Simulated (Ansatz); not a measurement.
**WC: pressure series**

The reference is WC (space group P-6m2, No. 187).

```
CELL_PARAMETERS angstrom
      2.92185     0.00000     0.00000
     -1.46093     2.53040     0.00000
      0.00000     0.00000     2.84710
ATOMIC_POSITIONS crystal
  W  0.00000 0.00000 0.00000
  C  0.66667 0.33333 0.50000
```

Cell and atoms are relaxed at each pressure.

Method: PBE (Ansatz, a first-principles code), no spin-orbit coupling.

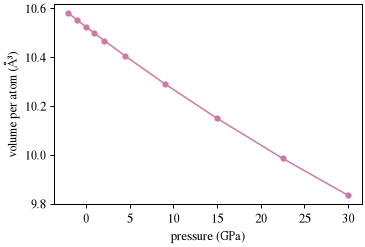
Figure: Volume per atom against pressure

| pressure (GPa) | volume per atom |
|---|---|
| -2 | 10.58 Å³ |
| -1 | 10.55 Å³ |
| 0.9 | 10.50 Å³ |
| 2.1 | 10.47 Å³ |
| 4.5 | 10.41 Å³ |
| 9 | 10.29 Å³ |
| 15 | 10.15 Å³ |
| 22.5 | 9.99 Å³ |
| 30 | 9.83 Å³ |

Load acts through the strain it causes; cell and atoms are relaxed under it. No phonon test of stability was made. No other phases were tried under pressure. All final runs are without spin polarisation.
